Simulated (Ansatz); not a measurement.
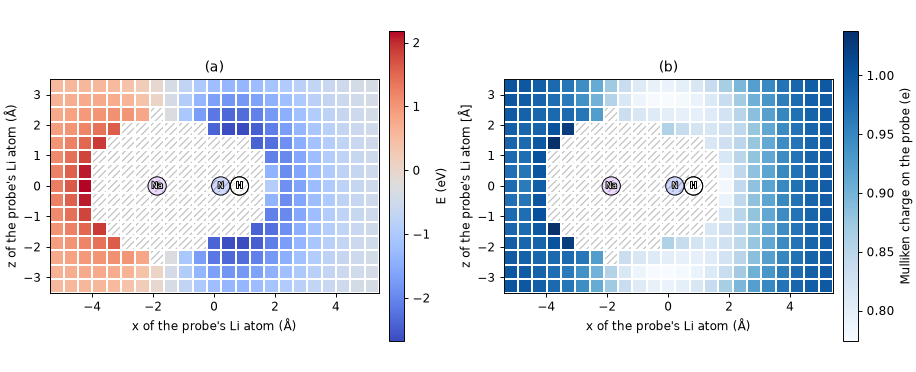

H₂NNa (SMILES [NH2][Na]) with the probe Li+. The probe is moved over the plane through the molecule's long axis and the normal of its main plane. Coordinates scanned: (1) x of the probe's Li atom; (2) z of the probe's Li atom. Nothing is relaxed (molecule and probe rigid). The scan uses a 23 × 15 grid; 131 points were computed and 120 follow by symmetry. At 94 points there is no value (left out of the scan, as a rule where atoms come close). Energies: eV, counted from molecule and probe far apart, each relaxed in its own basis (no counterpoise correction). Level of theory: RHF/def2-TZVP in Ansatz 0.2.0.

Panel (a) is the energy; panel (b) is the computed Mulliken charge on the probe, in e.

Drawn: one coloured cell a grid point, labelled circles for the molecule's atoms, projected on the plane, hatched blanks where no value was computed.

How does the Mulliken charge on the probe vary over the map, and what is it at the lowest grid point?

Answer. Leaving out the highest fifth of the energies, it runs from 0.77 e at x of the probe's Li atom = 0.00 Å, z of the probe's Li atom = −2.82 Å [nearest 1 N at 2.83 Å] to 1.00 e at x of the probe's Li atom = −5.17 Å, z of the probe's Li atom = −3.29 Å. At the lowest grid point, x of the probe's Li atom = 0.94 Å, z of the probe's Li atom = −1.88 Å [nearest 1 N at 2.01 Å and 2 H at 2.04 Å], it is 0.82 e.

```csv
"z of the probe's Li atom ↓, x of the probe's Li atom →",−4.70,−3.76,−2.82,−1.88,−0.94,0.00,0.94,1.88,2.82,3.76,4.70
3.29,1.00,0.98,0.94,0.87,0.81,0.79,0.81,0.86,0.92,0.97,0.99
2.82,0.99,0.97,0.94,0.85,0.79,0.77,0.79,0.84,0.90,0.96,0.99
2.35,0.99,0.98,0.96,–,0.81,0.80,0.80,0.82,0.89,0.95,0.99
1.88,0.98,1.00,–,–,–,0.86,0.82,0.83,0.88,0.95,0.98
1.41,0.98,1.04,–,–,–,–,–,0.83,0.88,0.94,0.98
0.94,0.97,–,–,–,–,–,–,0.82,0.88,0.94,0.98
0.47,0.97,–,–,–,–,–,–,0.79,0.88,0.95,0.98
0.00,0.96,–,–,–,–,–,–,0.78,0.88,0.95,0.98
−0.47,0.97,–,–,–,–,–,–,0.79,0.88,0.95,0.98
−0.94,0.97,–,–,–,–,–,–,0.82,0.88,0.94,0.98
−1.41,0.98,1.04,–,–,–,–,–,0.83,0.88,0.94,0.98
−1.88,0.98,1.00,–,–,–,0.86,0.82,0.83,0.88,0.95,0.98
−2.35,0.99,0.98,0.96,–,0.81,0.80,0.80,0.82,0.89,0.95,0.99
−2.82,0.99,0.97,0.94,0.85,0.79,0.77,0.79,0.84,0.90,0.96,0.99
−3.29,1.00,0.98,0.94,0.87,0.81,0.79,0.81,0.86,0.92,0.97,0.99
```

The table holds every second grid line.
